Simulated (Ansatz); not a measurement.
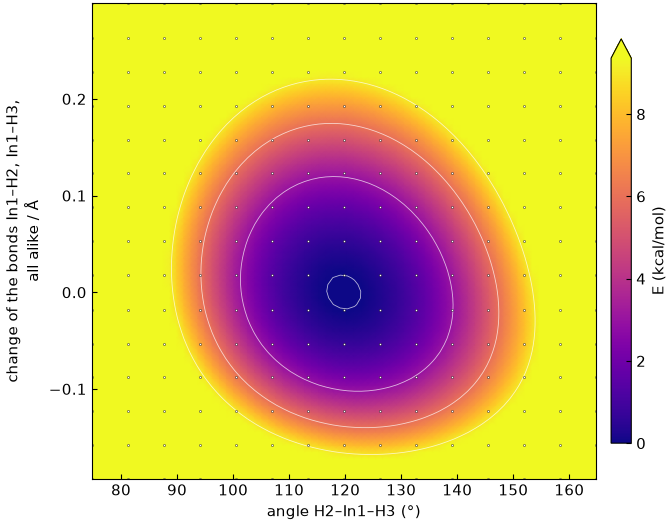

H₂In, SMILES [InH2], spin multiplicity 2. Coordinates scanned: (1) angle H2–In1–H3; (2) change of the bonds In1–H2, In1–H3, all alike. Nothing is relaxed (all other coordinates rigid). The grid has 15 × 15 points. Points are written as (first, second). Energies are in kcal/mol, from the lowest grid point. Theory: Ansatz, UHF/def2-TZVP.

In the figure: a smooth colour map with a few white contour lines, dots at the grid points, one colour for all values above the top of the scale. Between grid points the surface is interpolated.

### Estimate the position of the minimum and the force constants in these coordinates.

The interpolated minimum is at angle H2–In1–H3 ≈ 119.7°, the second coordinate ≈ 0.000 Å. The curvatures there are about 2.5 eV/rad² and 22 eV/Å², with a cross term of about 0.86 eV/(rad·Å). Round the minimum the two coordinates are weakly coupled (coupling 0.12 in units of the two stiffnesses). (1 eV is 23.1 kcal/mol.)
